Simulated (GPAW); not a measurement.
Band structure of Al (Fm-3m, 1 atom in the cell).

```
Al
1.0
    0.00000     2.06187     2.06187
    2.06187     0.00000     2.06187
    2.06187     2.06187     0.00000
Al
1
Direct
  0.00000   0.00000   0.00000
```

Level of theory: PBE, GPAW PAW datasets PBE (gpaw-data 1.0.1) (plane waves; GPAW 25.7.0).

Settings: mode = pw; ecut = 600 eV; xc = PBE; kpts = 11 11 11; mesh shift (steps) = 0 0 0; occupations.name = methfessel-paxton; occupations.width = 0.05 eV; occupations.order = 0; nbands = -9; symmetry.symmorphic = false; symmetry.tolerance = 0.0005; maxiter = 100; bandpath_npoints = 40.

The starting cell comes from a database of computed structures (which also holds hypothetical and non-ambient phases and stackings), without a prior relaxation at this level. Its lattice was rescaled by a random factor within 2.5 % of one.

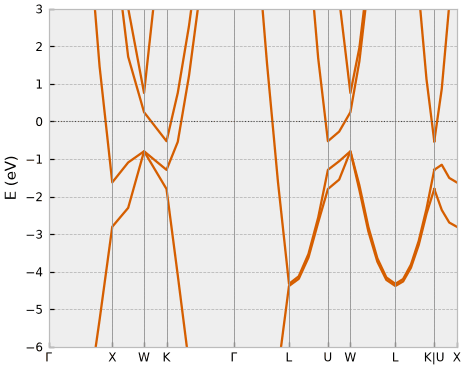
Figure. Bands along the path, energies from the Fermi level.

Levels in eV from the Fermi level, bands 1 to 5:
```csv
point,1,2,3,4,5
Γ,-10.75,12.27,12.27,12.27,13.32
X,-2.80,-1.62,5.21,5.30,5.30
W,-0.79,-0.79,0.25,0.76,15.30
K,-1.80,-1.29,-0.53,6.24,7.87
L,-4.38,-4.32,10.77,10.77,11.16
U,-1.80,-1.29,-0.53,6.24,7.87
```

Bands cross the Fermi level along this path, so the cell is metallic at this level.
